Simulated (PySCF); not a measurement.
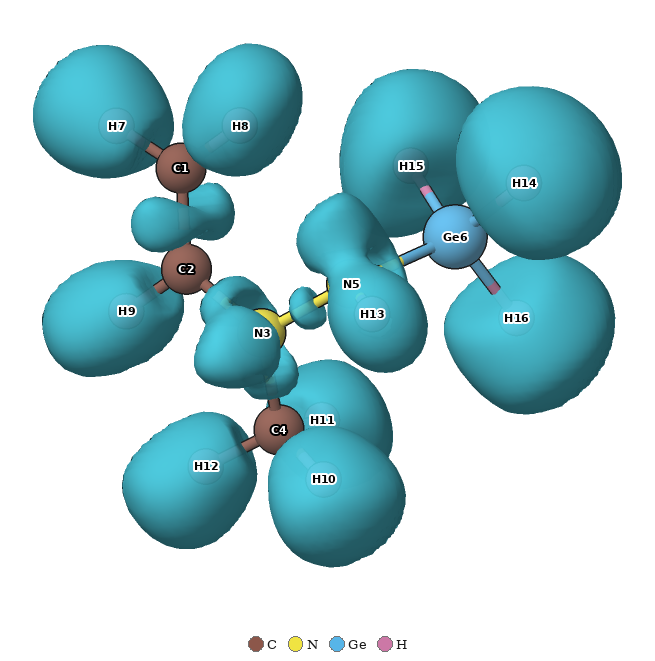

The picture shows: C3H10GeN2 (SMILES C=CN(C)[NH][GeH3]). Isosurface of the ELF at 0.8 (cyan), seen at a tilt. Only the valence region is drawn (cores and ρ < 0.01 e/Å³ removed).

Geometry: GFN2-xTB.

Level of theory: CAM-B3LYP/def2-SVPD, SCF density, gas phase (PySCF).

```yaml
atoms:
  - { symbol: C, position_ang: [1.2892, 1.7226, 0.6729] }
  - { symbol: C, position_ang: [1.2560, 0.4052, 0.8324] }
  - { symbol: N, position_ang: [0.7455, -0.5136, -0.0679] }
  - { symbol: C, position_ang: [0.3084, -1.7884, 0.4582] }
  - { symbol: N, position_ang: [-0.0677, 0.0112, -1.0818] }
  - { symbol: Ge, position_ang: [-1.8153, 0.4995, -0.8978] }
  - { symbol: H, position_ang: [1.7759, 2.3511, 1.3950] }
  - { symbol: H, position_ang: [0.8525, 2.2007, -0.1862] }
  - { symbol: H, position_ang: [1.7116, -0.0635, 1.6942] }
  - { symbol: H, position_ang: [0.1992, -2.4893, -0.3716] }
  - { symbol: H, position_ang: [-0.6577, -1.7102, 0.9787] }
  - { symbol: H, position_ang: [1.0566, -2.1742, 1.1476] }
  - { symbol: H, position_ang: [0.1806, -0.4110, -1.9696] }
  - { symbol: H, position_ang: [-2.1444, 1.1093, -2.2181] }
  - { symbol: H, position_ang: [-1.9076, 1.4816, 0.2205] }
  - { symbol: H, position_ang: [-2.7905, -0.6219, -0.6179] }
```

**Identify the bonds, lone pairs and shells in this picture.**

The surface consists of one region between bonded C–C atoms (shared pairs), one region between bonded N–N atoms (shared pairs), ten regions around hydrogen nuclei and one region on N in which the atom's valence shell and bonds are merged.

Values along the shortest contacts:
C–C (1.33 Å): the ELF peaks at about 0.95 between the atoms (a multiple bond). C–N (1.38 Å): the ELF peaks at about 0.95 between the atoms (a covalent bond).
